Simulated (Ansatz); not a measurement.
```yaml
atoms:
  - { symbol: C, position_ang: [-0.3482, 1.0137, -0.6601] }
  - { symbol: C, position_ang: [-1.3046, 1.4020, 0.2286] }
  - { symbol: C, position_ang: [-2.6791, 0.9297, -0.1341] }
  - { symbol: C, position_ang: [-2.6789, 0.2096, -1.2800] }
  - { symbol: B, position_ang: [-1.1715, 0.1866, -1.7417] }
  - { symbol: S, position_ang: [-0.4361, -0.5821, -3.1727] }
  - { symbol: Si, position_ang: [1.4596, 1.4195, -0.5264] }
  - { symbol: H, position_ang: [1.7070, 2.2370, 0.7013] }
  - { symbol: H, position_ang: [2.2900, 0.1761, -0.4511] }
  - { symbol: H, position_ang: [1.9325, 2.1895, -1.7199] }
  - { symbol: H, position_ang: [-1.1294, 2.0010, 1.1322] }
  - { symbol: H, position_ang: [-3.5538, 1.1627, 0.4847] }
  - { symbol: H, position_ang: [-3.5757, -0.2291, -1.7245] }
  - { symbol: H, position_ang: [-1.5626, -1.1149, -3.7008] }
```

Geometry: r2SCAN-D4/def2-SVP.

These are results of isolated molecule in a Gaussian basis; Kohn-Sham density functional theory, functional PBE0 (Ansatz), not measurements.

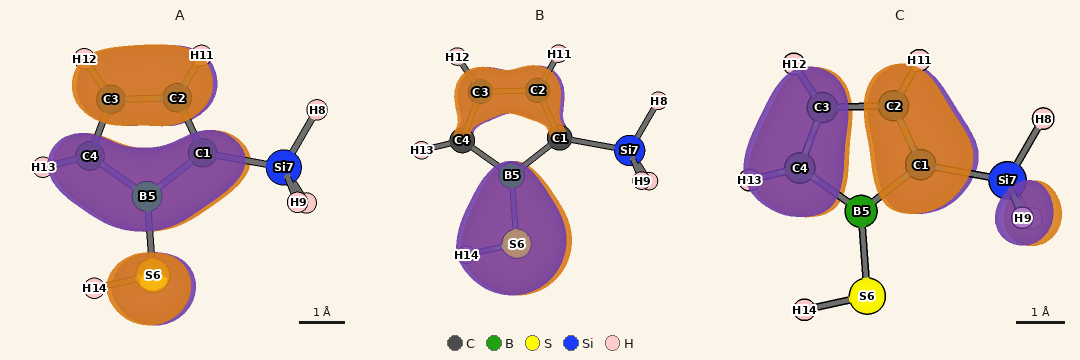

C4H7BSSi. Three frontier orbitals at ±0.08 Å⁻³ᐟ² (orange and purple are the two phases), in no order.

Question: Which picture is the HOMO−1, the HOMO and the LUMO?

Answer: B is the HOMO−1 (−8.30 eV). By Hirshfeld shares it lies mainly on S6 (about 70 %) and B5 (about 10 %); largely a lone pair of S6. C is the HOMO (−6.79 eV). It lies mainly on C4 (about 25 %), C1 (about 25 %), C2 (about 15 %) and C3 (about 15 %). A is the LUMO (−2.86 eV). By Hirshfeld shares it lies mainly on B5 (about 20 %), C2 (about 15 %), C3 (about 15 %), C4 (about 15 %), S6 (about 15 %) and C1 (about 10 %).

Question: What is the HOMO–LUMO gap?

Answer: 3.93 eV between the orbital energies.
